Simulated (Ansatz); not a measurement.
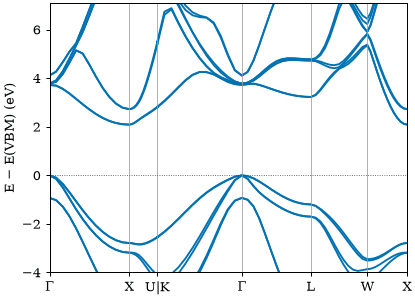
Band structure from DFT-r²SCAN with spin–orbit coupling in the program Ansatz with PAW potentials

Question: Read off the gap and where the band edges lie.

Answer: About 2.1 eV (2.09 eV by a search for the band edges); maximum at Γ, minimum at X.

The material is BeTe (zinc blende, F-43m).

The cell was relaxed with r²SCAN under the symmetry of its start.

Potentials: the earlier of the program's two PAW sets. The files were generated under PBE; for other functionals the program regenerates the frozen cores, and for LDA and PBEsol the local potential too.
